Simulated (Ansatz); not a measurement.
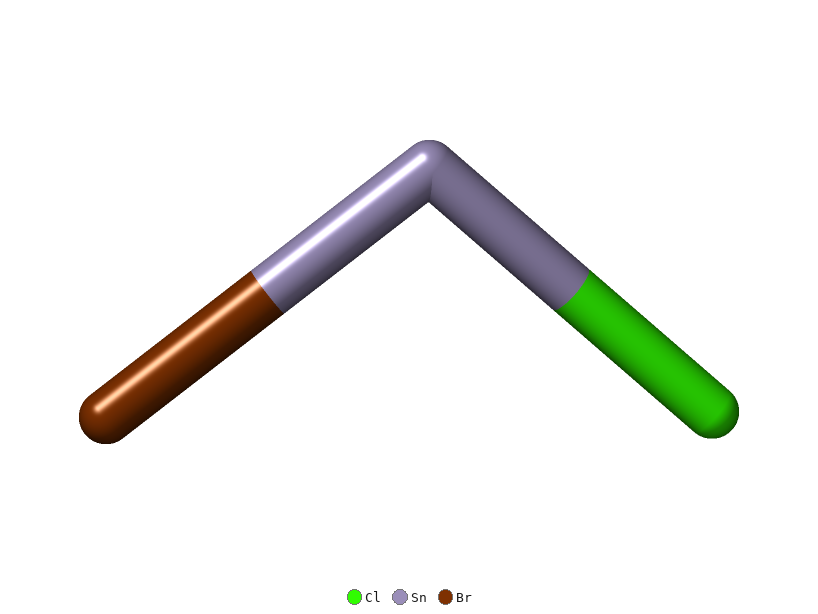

The computed structure is the end point of a PBE-D4/def2-SVP optimisation. No frequency run is at hand to confirm it as a minimum.

Give the structural formula.

SMILES: [Cl][Sn][Br]

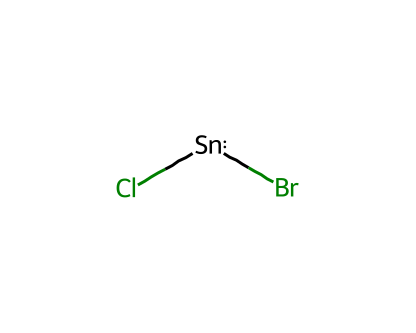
